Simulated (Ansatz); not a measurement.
F₃In

Input

```
crystal:
  periodic: [false, false, false]
  atoms:
    - {symbol: In, position_ang: [0.000276, -0.001035, -0.001368]}
    - {symbol: F, position_ang: [1.142177, -1.455249, -0.530590]}
    - {symbol: F, position_ang: [-1.310906, 0.694601, -1.224432]}
    - {symbol: F, position_ang: [0.168454, 0.761683, 1.756390]}
basis:
  gaussian: {orbitals: def2-TZVP, initial_orbitals: start.molden}
hamiltonian: {xc: pbe0, dispersion: d4}
scf: {omitted_lower_state_checks: [starts]}
output: {forces: true, orbitals: {seedname: orbitals}}
```

Run with:

```sh
ansatz run in.yaml --threads 4 --pin off --events-out ev --progress --plain --max-ram 3916MiB
```

Geometry: r2SCAN-D4/def2-TZVP; core potentials replace the inner electrons of In.

Computed with RKS PBE0-D4/def2-TZVP in Ansatz 0.2.0.

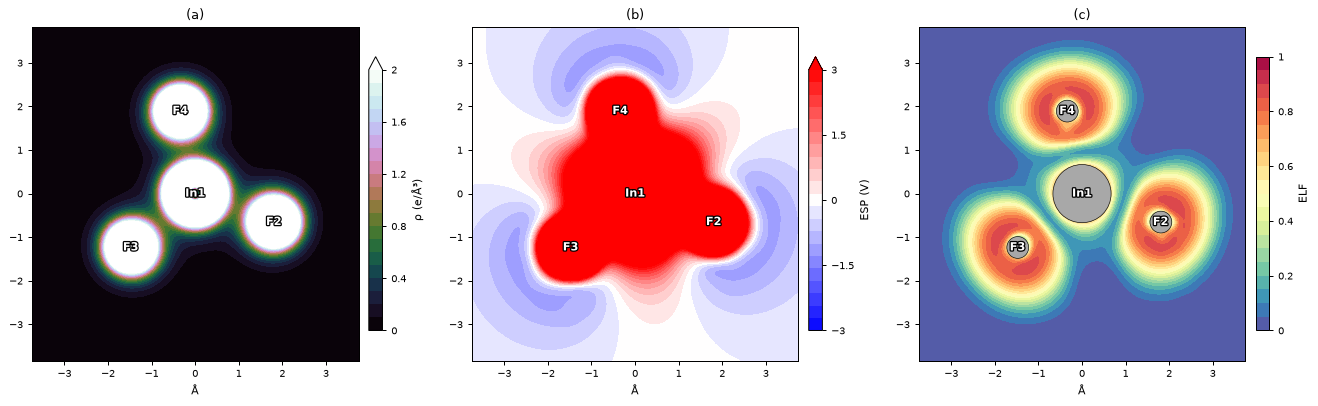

Figure 1. (a) electron density; (b) electrostatic potential; (c) ELF on the molecular plane. Grey discs cover the atomic cores in the ELF map.

What does the map show?

- The section cuts through In and F sites.
- In–F (1.92 Å): the density is about 0.85 e/Å³ at the midpoint; the ELF peaks at about 0.80 in the valence shell of F, 0.5 Å from its nucleus, and drops to about 0.15 between the two atoms.
- The ELF also peaks beside F3, F2 and F4, away from the bonds: lone-pair regions.
- Outside the dense part of the molecule the potential is most negative (−1.1 V) near F2, F3 and F4.

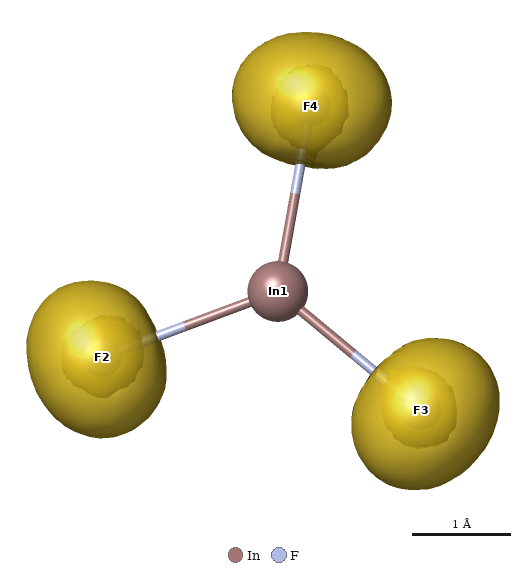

Figure 2. Isosurface of the electron localisation function at 0.75 (yellow), seen at a tilt. Core shells and regions of very low density are left out.

Identify the bonds, lone pairs and shells in this picture.

The ELF exceeds this value in three regions wrapped around F (the valence shell of each).

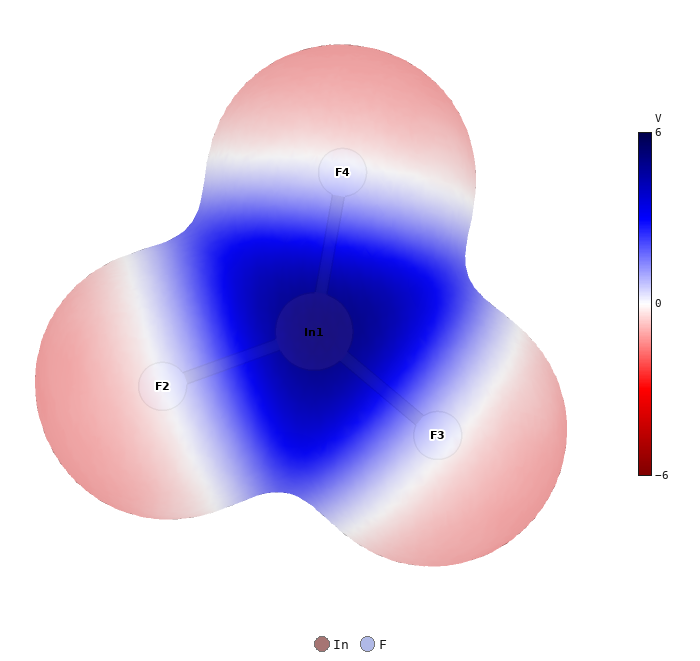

Figure 3. The electrostatic potential painted on the density surface at 0.002 e/bohr³, seen across its widest extent; the colour scale runs from red (negative) to blue (positive).

Where is the surface potential most negative and most positive?

The most negative region (about −1.0 V) lies over F2, F3 and F4, the most positive (about +5.0 V) over In1.
